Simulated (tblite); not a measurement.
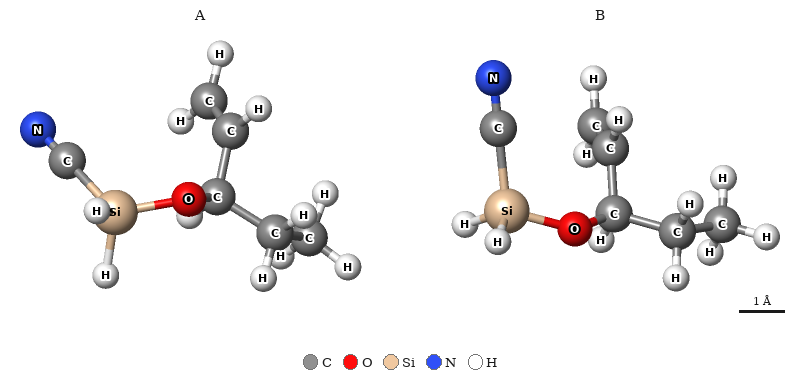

Two geometries of C6H11NOSi, drawn at one scale. One is the start of a relaxation, the other its converged end. Style: ball-and-stick. Shown at a tilt.

These are results of tblite, GFN2-xTB geometry optimisation, gas phase, not measurements. 

> Which one is relaxed?

Structure B is the relaxed one. The N atom moves most after the best rigid fit: 2.53 Å. Largest moves by element: N 2.53 Å, H 1.70 Å, C 1.46 Å, O 0.88 Å, Si 0.30 Å. Some distances before and after: O–Si 1.676 → 1.610 Å, H–Si 1.496 → 1.465 Å, H–Si 1.478 → 1.453 Å, C–C 1.522 → 1.499 Å. Among the angles between lasting bonds that change: C–O–Si 119.0° → 132.4°, H–Si–H 106.2° → 117.4°, O–Si–H 107.9° → 100.5°. Groups turn about C–O by about 60°. Over 214 geometry steps the energy falls by 29.6 kJ/mol.
